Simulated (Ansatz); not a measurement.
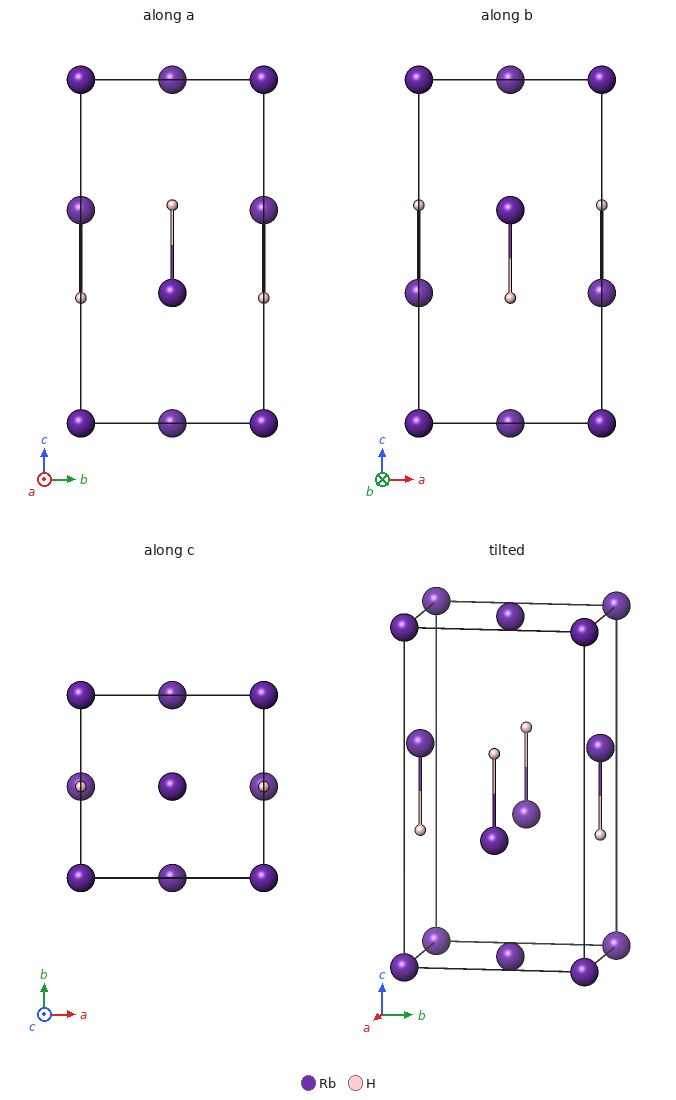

A ball-and-stick picture of a crystal structure, seen along the a axis, along the b axis, along the c axis and slightly off an axis. The frame is the conventional unit cell; atoms at its boundary are shown with their periodic copies.

Lattice parameters: a = 5.605 Å, b = 5.605 Å, c = 10.530 Å, α = 90.00°, β = 90.00°, γ = 90.00°. Put a along x and b in the xy plane.

Give the structure in the form of a POSCAR file, with free fractional coordinates to two decimals.

```
Rb H
1.0
     5.605    0.000    0.000
     0.000    5.605    0.000
     0.000    0.000   10.530
Rb H
4 2
Direct
  0.00 0.00 0.00
  0.50 0.50 0.00
  0.00 0.50 0.38
  0.50 0.00 0.62
  0.00 0.50 0.64
  0.50 0.00 0.36
```

The model was built from a structure type filled with these elements by a generator (whether the compound takes this form wasn't checked). The final geometry of a relaxation with DFT PBE, scalar-relativistic, plane waves, PAW in Ansatz 0.2.0 is shown.
